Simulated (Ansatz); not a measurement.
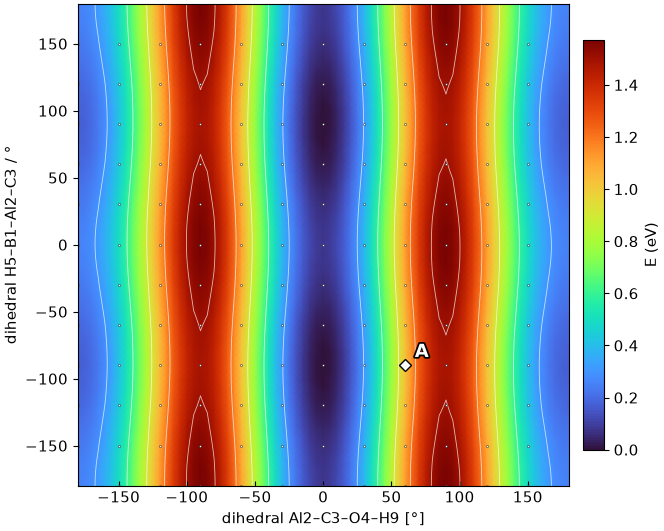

CH5AlBO, SMILES [BH2][AlH][CH+]O, charge +1. Coordinates scanned: (1) dihedral Al2–C3–O4–H9; (2) dihedral H5–B1–Al2–C3. Nothing is relaxed (all other coordinates rigid). The scan uses a 12 × 12 grid. Points are written as (first, second). Energies: eV, counted from the lowest grid point. Theory: RKS B3LYP-D4/def2-TZVP (Ansatz 0.2.0).

In the figure: a smooth colour map with a few white contour lines, dots at the grid points, the point A. Between grid points the surface is interpolated.

Question: Which way does the force act at A, and how strong is it?

Answer: A, at (60°, −90°), is not a stationary point. The computed force is 0.025 eV for each degree towards smaller values of dihedral Al2–C3–O4–H9 and nearly zero along dihedral H5–B1–Al2–C3.
